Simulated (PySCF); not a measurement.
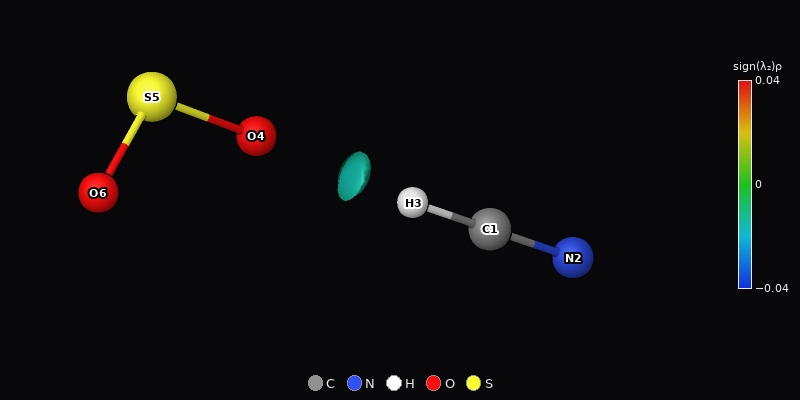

CHNO2S, SMILES `C#N.O=S=O`. Non-covalent interaction surfaces between the fragments (reduced density gradient s = 0.4, coloured by sign(λ₂)ρ in a.u.; trimmed to the region between the fragments where ρ is under 0.06 a.u.). Fragment A: HCN (atoms 1–3); fragment B: SO2.

PySCF calculation, PBE/def2-SVP, gas phase; geometry: GFN2-xTB. GFN2-xTB bond lengths at metals and heavier atoms can be off by up to 0.1 Å and shapes distorted, which carries into these values.

Q: Interpret the surfaces between the fragments.

A: Bond critical points between the fragments: H3···O4, weak C–H hydrogen bond, 2.15 Å, ρ = 0.015 a.u. It is weak and appears green, as weak hydrogen bonds do. The pose is a local one from a semi-empirical search, not shown to be the most stable.

Q: How strongly are they bound?

A: The counterpoise-corrected interaction energy of the frozen fragments is −2.9 kcal/mol without dispersion correction and −3.4 kcal/mol with D3(BJ). The pair geometry is semi-empirical, not a minimum at this level.
